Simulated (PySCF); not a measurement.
AlBrCl$_{3}$, charge −1, SMILES `[Br-].Cl[Al](Cl)Cl`.

Method: CAM-B3LYP/def2-SVPD; geometry: GFN2-xTB; program: PySCF. GFN2-xTB bond lengths at metals and heavier atoms can be off by up to 0.1 Å and shapes distorted, which carries into these values.

Geometry (Å), atoms numbered from 1:

```
Br1      1.8531    0.0008   -0.0001
Cl2     -1.1513    0.7582   -1.8444
Al3     -0.4753   -0.0005    0.0002
Cl4     -1.1514    1.2182    1.5790
Cl5     -1.1490   -1.9776    0.2655
```

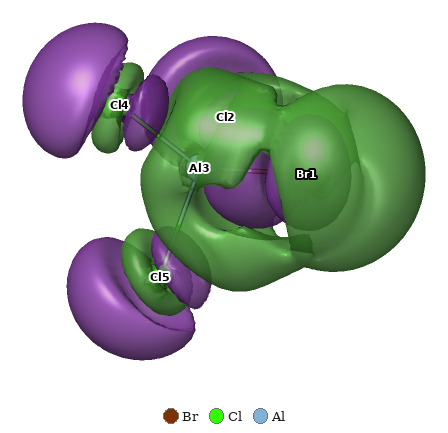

Density of the complex less the densities of the two fragments at the same geometry, ±0.006 e/Å³ (purple: gain, green: loss). Fragment A: Br(−1) (atom 1); fragment B: AlCl3.

### Which way does charge flow?

Hirshfeld charges show 0.220 e passing from A to B. By Hirshfeld charges, electrons gather most on Cl2, Cl4 and Cl5 alike (−0.098 e) and leave Br1 most (+0.220 e); 0.70 e is displaced in all.

### What is the interaction energy, and which contacts carry it?

The counterpoise-corrected interaction energy of the frozen fragments is −79.6 kcal/mol without dispersion correction and −81.9 kcal/mol with D3(BJ). The pair geometry is semi-empirical, not a minimum at this level. Contacts: Br1···Al3, 2.33 Å, ρ = 0.055 a.u. The pose is a local one from a semi-empirical search, not shown to be the most stable.
